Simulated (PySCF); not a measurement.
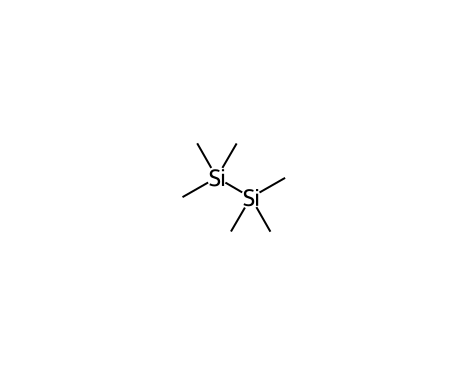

The drawing above gives the connectivity. The computed structure is the end point of a PBE0-D3(BJ)/def2-SVP optimisation. No frequency run is at hand to confirm it as a minimum.

Describe the 3D structure.

It has 26 atoms: 6 carbon, 18 hydrogen and 2 silicon (C₆H₁₈Si₂). Its SMILES string is `C[Si](C)(C)[Si](C)(C)C`. It has no ring. Coordination: 6 C tetrahedral; 2 Si tetrahedral.

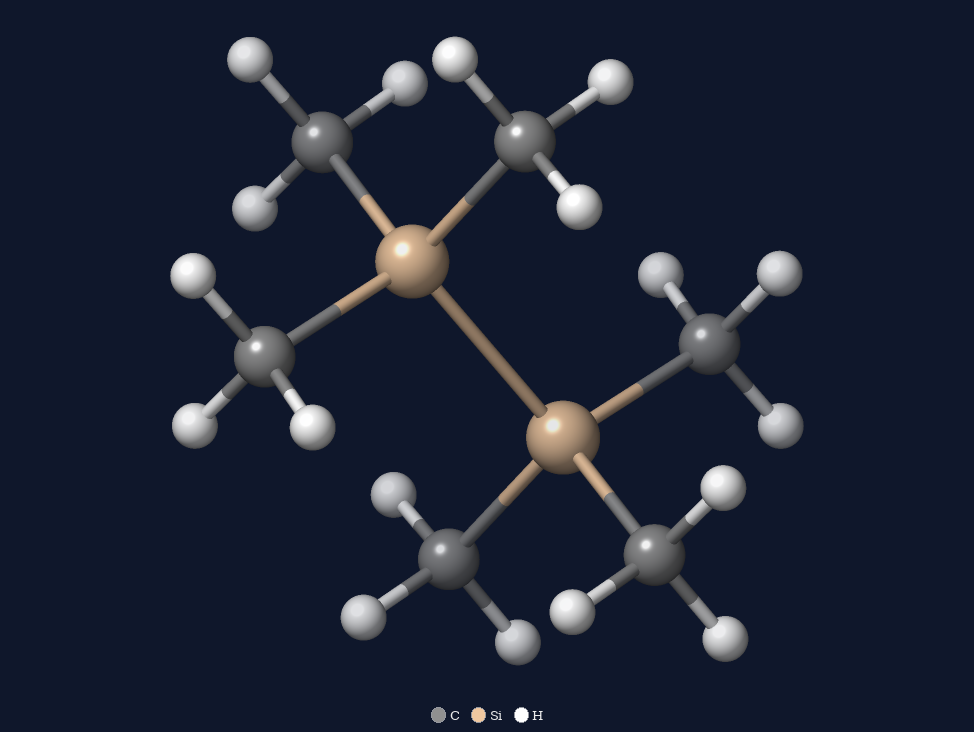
